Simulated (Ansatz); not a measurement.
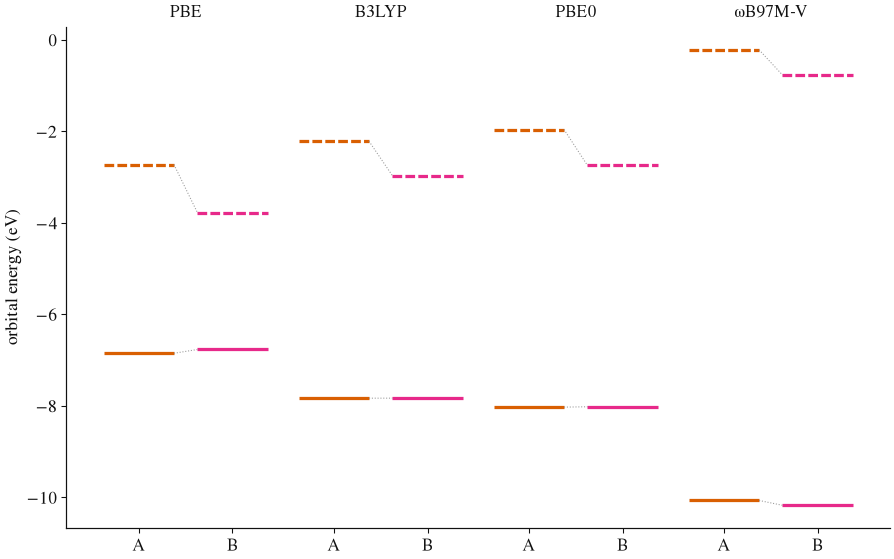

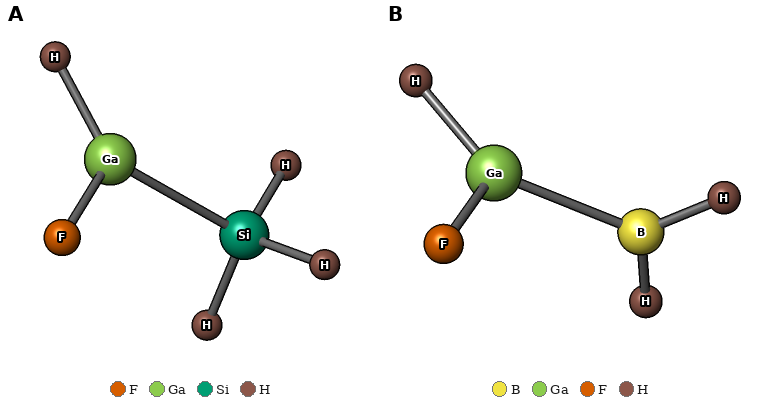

One change: A, GaSiH₄F (SMILES [F][GaH][SiH3]), becomes B, GaBH₃F (SMILES [BH2][GaH][F]). SiH₃ on Ga is replaced by BH₂. HOMO (solid) and LUMO (dashed) computed in def2-TZVPP at PBE0-D4/def2-TZVP geometries, both minima by their frequencies, gas phase, the Ansatz code 0.2.0.

> What does the change do to HOMO and LUMO?

PBE: the HOMO rises by 0.08 eV, the LUMO falls by 1.05 eV, and the separation goes from 4.12 to 2.99 eV. B3LYP: the HOMO hardly moves, the LUMO falls by 0.75 eV, and the separation goes from 5.62 to 4.86 eV. PBE0: the HOMO hardly moves, the LUMO falls by 0.78 eV, and the separation goes from 6.07 to 5.28 eV. ωB97M-V: the HOMO falls by 0.11 eV, the LUMO falls by 0.55 eV, and the separation goes from 9.85 to 9.41 eV.

> Do the functionals agree on the effect?

Not on every direction; the HOMO shift lies between −0.11 and 0.08 eV and the LUMO shift between −1.05 and −0.55 eV, while the separations themselves differ by up to 6.4 eV between functionals.
